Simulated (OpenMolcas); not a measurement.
# singlet AlNH3O+: levels of theory compared

Wanted: a comparison of 6 runs (B2PLYP/def2-SVPD, BHLYP/def2-SVPD, M06-2X/def2-SVPD, revPBE/def2-SVPD, MP2/def2-SVPD, CCSD(T)/def2-SVPD) of singlet AlNH3O+. 

The results are computed with OpenMolcas 26.06.

### 1 The system as given

AlNH3O+: 6 atoms, total charge +1, spin state singlet. As SMILES of the parent species, `[NH2][Al][OH]`. Geometry: relaxed at PBE0-D4/def2-TZVP. This is one conformer, not always the lowest. That shape belongs to the parent species and isn't relaxed for this state.

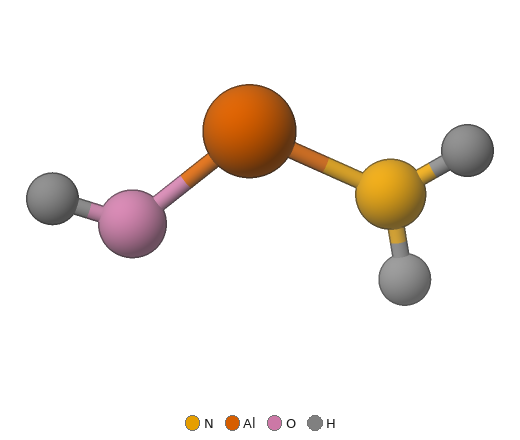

The structure, seen from a chosen angle (nitrogen amber, aluminium orange, oxygen pink, hydrogen grey).

### 2 The energy at B2PLYP/def2-SVPD (run 1)

Contents of calc.inp:

```
>>> EXPORT MOLCAS_PRINT=2

&GATEWAY
  BasLib = $CurrDir
  Coord
  6
  angstrom
  N       -0.923900       0.240200      -0.760800
  Al       0.595200       0.601300       0.070700
  O        1.194100      -0.618500       1.101200
  H       -1.434300      -0.623600      -0.657200
  H       -1.394700       0.861600      -1.396800
  H        2.005700      -0.525100       1.596800
  Basis = def2-SVPD
  Group = NoSym

&SEWARD
  GridInput
  Grid=UltraFine
  End of Grid

&SCF
  Charge = 1
  KSDFT = B2PLYP_SCF
  Thresholds = 1e-10 1e-07 1e-07 1e-05
  PrOrbitals = 1 2

&MBPT2
  Frozen = 7
```

The basis set def2-SVPD is read from a file made from the Basis Set Exchange's data (not shown).

Run with:

```sh
$ export MOLCAS_MEM=1860
$ pymolcas calc.inp > calc.log
```

The log of the run:

```text
--- Start Module: gateway ---
[...]
--- Stop Module: gateway /rc=_RC_ALL_IS_WELL_ ---
[...]
      Basis functions           91
[...]
--- Start Module: scf ---
[...]
       Convergence after  18 Iterations
[...]
::    Total KS-DFT energy                            -373.4302543232
[...]
      Total spin, S                                     0.0000000000
[...]
      Total electronic charge=   30.000000
      Total            charge=    1.000000
[...]
      Dipole Moment (debye):
      Origin of the operator (angstrom)=    0.3565    0.1567    0.1401
                   X=  2.0432E+00               Y=  4.4740E+00               Z= -9.3901E-01           Total=  5.0073E+00
      Center of Charge (angstrom)
[...]
--- Stop Module: scf /rc=_RC_ALL_IS_WELL_ ---
[...]
--- Start Module: mbpt2 ---
[...]
 ###    WARNING: MP2 implementation intended for RHF references only         ###
 ###############################################################################
MBPT2 WARNING: Reference function according to RunFile:KS-DFT
I'll assume you know what you're doing and continue
WARNING!
Default frozen orbitals as non valence orbitals is overwritten by user input.
Default values:   4
[...]
       Reference weight ( Cref**2 )         =        0.81135
::    Total MBPT2 energy                             -373.9701776666
[...]
      Total MBPT2 calculations                           0.41      0.48
--- Stop Module: mbpt2 /rc=_RC_ALL_IS_WELL_ ---
[...]
```

Run time: 39 s. Hardware: 1 thread of AMD EPYC 7R43 (Zen 3), shared host; peak memory 0.5 GiB.

### 3 A single-point energy at BHLYP/def2-SVPD (run 2)

Contents of calc.inp:

```
* AlH3NO Kohn-Sham DFT
>>> EXPORT MOLCAS_PRINT=2
&GATEWAY
BASLIB=$CurrDir
COORD
6
angstrom
N       -0.923900       0.240200      -0.760800
Al       0.595200       0.601300       0.070700
O        1.194100      -0.618500       1.101200
H       -1.434300      -0.623600      -0.657200
H       -1.394700       0.861600      -1.396800
H        2.005700      -0.525100       1.596800
BASIS=def2-SVPD
GROUP=NoSym
&SEWARD
GRIDINPUT
Grid=UltraFine
End of Grid
&SCF
CHARGE=1
KSDFT=HYB_GGA_XC_BHANDHLYP
THRESHOLDS=1e-10 1e-07 1e-07 1e-05
PRORBITALS=1 1
```

The basis set def2-SVPD is read from a file made from the Basis Set Exchange's data (not shown).

Run with:

```sh
$ export MOLCAS_MEM=1860
$ pymolcas calc.inp > calc.log
```

The log of the run:

```text
--- Start Module: gateway ---
[...]
--- Stop Module: gateway /rc=_RC_ALL_IS_WELL_ ---
--- Start Module: seward ---
[...]
      Basis functions           91
--- Stop Module: seward /rc=_RC_ALL_IS_WELL_ ---
[...]
--- Start Module: scf ---
[...]
       Convergence after  17 Iterations
[...]
::    Total KS-DFT energy                            -373.7327177273
[...]
      Total spin, S                                     0.0000000000
[...]
      Total electronic charge=   30.000000
      Total            charge=    1.000000
[...]
      Dipole Moment (debye):
      Origin of the operator (angstrom)=    0.3565    0.1567    0.1401
                   X=  2.0289E+00               Y=  4.4476E+00               Z= -9.3502E-01           Total=  4.9771E+00
      Center of Charge (angstrom)
[...]
--- Stop Module: scf /rc=_RC_ALL_IS_WELL_ ---
[...]
```

It took 39 s on 1 thread of AMD EPYC 7R43 (Zen 3), shared host; peak memory 0.49 GiB.

Run 3 isn't shown in full; the table further down has it.

### 4 The energy at revPBE/def2-SVPD (run 4)

Contents of test.inp:

```
&GATEWAY
BasLib=$CurrDir
Coord
6
bohr
N     -1.74591797     0.45391222    -1.43770364
Al     1.12476499     1.13629232     0.13360364
O      2.25652197    -1.16879561     2.08096641
H     -2.71043418    -1.17843321    -1.24192801
H     -2.63560103     1.62818803    -2.63956945
H      3.79022369    -0.99229519     3.01751468
Basis=def2-SVPD
Group=NoSym
&SEWARD
GridInput
Grid=UltraFine
End of Grid
&SCF
Charge=1
KSDFT=revPBE
Thresholds=1e-10 1e-07 1e-07 1e-05
PrOrbitals=1 1
```

The basis set def2-SVPD is read from a file made from the Basis Set Exchange's data (not shown).

Run with:

```sh
$ export MOLCAS_MEM=1860
$ pymolcas test.inp > test.log
```

The log of the run:

```text
--- Start Module: gateway ---
[...]
--- Stop Module: gateway /rc=_RC_ALL_IS_WELL_ ---
--- Start Module: seward ---
[...]
      Basis functions           91
--- Stop Module: seward /rc=_RC_ALL_IS_WELL_ ---
[...]
--- Start Module: scf ---
[...]
       Convergence after  21 Iterations
[...]
::    Total KS-DFT energy                            -373.7146346159
[...]
      Total spin, S                                     0.0000000000
[...]
      Total electronic charge=   30.000000
      Total            charge=    1.000000
[...]
      Dipole Moment (debye):
      Origin of the operator (angstrom)=    0.3565    0.1567    0.1401
                   X=  1.6950E+00               Y=  3.7859E+00               Z= -8.1736E-01           Total=  4.2278E+00
      Center of Charge (angstrom)
[...]
--- Stop Module: scf /rc=_RC_ALL_IS_WELL_ ---
[...]
```

Wall time 35 s (1 thread of AMD EPYC 7R43 (Zen 3), shared host); peak memory 0.5 GiB.

Run 5 isn't shown in full; the table further down has it.

### 5 A single-point energy at CCSD(T)/def2-SVPD (run 6)

Contents of calc.input:

```
&GATEWAY
  BasLib=$CurrDir
  Coord
  6
  angstrom
  N       -0.923900       0.240200      -0.760800
  Al       0.595200       0.601300       0.070700
  O        1.194100      -0.618500       1.101200
  H       -1.434300      -0.623600      -0.657200
  H       -1.394700       0.861600      -1.396800
  H        2.005700      -0.525100       1.596800
  Basis=def2-SVPD
  Group=NoSym

&SEWARD

&SCF
  Charge=1
  Thresholds=1e-10 1e-07 1e-07 1e-05
  PrOrbitals=0

&RASSCF
  FileOrb=$Project.ScfOrb
  Spin=1
  Nactel=0 0 0
  Inactive=15
  Ras2=0
  OutOrbitals=Canonical
  OrbListing=NoCore

&MOTRA
  JobIph
  Frozen=7

&CCSDT
  CCT
  Triples=2
  Iterations=80
  Accuracy=1e-08
  Extrapolation=5 4
```

The basis set def2-SVPD is read from a file made from the Basis Set Exchange's data (not shown).

Run with:

```sh
$ export MOLCAS_MEM=1860
$ pymolcas calc.input > calc.log
```

The log of the run:

```text
--- Start Module: gateway ---
[...]
--- Stop Module: gateway /rc=_RC_ALL_IS_WELL_ ---
[...]
      Basis functions           91
[...]
       Convergence after  17 Iterations
[...]
::    Total SCF energy                               -372.5866750902
[...]
      Total spin, S                                     0.0000000000
[...]
      Number of active orbitals                  0
[...]
      Spin quantum number                      0.0
[...]
      Active orbitals                            0
[...]
      Number of CSFs                             1
[...]
      Number of root(s) required                 1
[...]
      Convergence after  4 iterations
[...]
      Natural orbitals and occupation numbers for root  1
      ************************************************************************************************************************
      *                                                    Final results                                                     *
      ************************************************************************************************************************
[...]
::    RASSCF root number  1 Total energy:   -372.58667509
[...]
      Total electronic charge=   30.000000
      Total            charge=    1.000000
[...]
      Dipole Moment (debye):
      Origin of the operator (angstrom)=    0.3565    0.1567    0.1401
                   X=  2.3044E+00               Y=  4.9670E+00               Z= -1.0184E+00           Total=  5.5695E+00
      Center of Charge (angstrom)
[...]
--- Start Module: motra ---
[...]
      *** WARNING: Default frozen orbitals is overwritten by user input.
      *** Default values:   4
[...]
--- Stop Module: motra /rc=_RC_ALL_IS_WELL_ ---
[...]
--- Start Module: ccsdt ---
[...]
      Convergence after                    17  Iterations
      Total energy (diff) :    -373.03556003      -0.00000000
[...]
 METHOD                       : CCSD+T(CCSD)+<T3(1)WT1> = CCSD(T)
[...]
       CCSD     =      -373.0355600341605
[...]
--- Stop Module: ccsdt /rc=_RC_ALL_IS_WELL_ ---
[...]
```

Run time: 40 s. Hardware: 1 thread of AMD EPYC 7R43 (Zen 3), shared host; peak memory 0.5 GiB.

### 6 All runs side by side

```
run              level  frozen core orbitals  integration grid  energy (Eh)  HOMO energy (eV)  LUMO energy (eV)  HOMO–LUMO gap (eV)  wall time
  1   B2PLYP/def2-SVPD                     7         UltraFine  -373.576034            -14.56             -9.12                5.45       39 s
  2    BHLYP/def2-SVPD                     –         UltraFine  -373.732718            -14.62             -9.42                5.21       39 s
  3   M06-2X/def2-SVPD                     –         UltraFine  -373.730693            -14.73             -9.54                5.19       56 s
  4   revPBE/def2-SVPD                     –         UltraFine  -373.714635            -11.89            -10.72                1.17       35 s
  5      MP2/def2-SVPD                     7                 –  -373.022214            -16.66             -7.29                9.38       11 s
  6  CCSD(T)/def2-SVPD                     7                 –  -373.049700            -16.66             -7.29                9.38       40 s
```

### 7 Summary of results

| quantity | value |
| --- | --- |
| run 6: total energy | -373.04970 Eh |
| run 6: HOMO energy (Hartree–Fock orbitals) | -16.66 eV |
| run 6: LUMO energy (Hartree–Fock orbitals) | -7.29 eV |
| run 6: HOMO–LUMO gap (Hartree–Fock orbitals) | 9.38 eV |
| run 6: correlation energy (7 core orbitals frozen) | -463.0 mEh |
| run 6: (T) correction | -14.14 mEh |

In words: Over runs 1, 2, 3, 4 the HOMO–LUMO gap runs from 1.17 eV (revPBE/def2-SVPD) to 5.45 eV (B2PLYP/def2-SVPD). A double hybrid's value is that of its SCF part. For B2PLYP the log adds the whole second-order term; the table takes 0.27 of it, as the functional is defined. Totals of different functionals can't be ranked against each other. All runs together took 3.7 min, the longest 56 s.
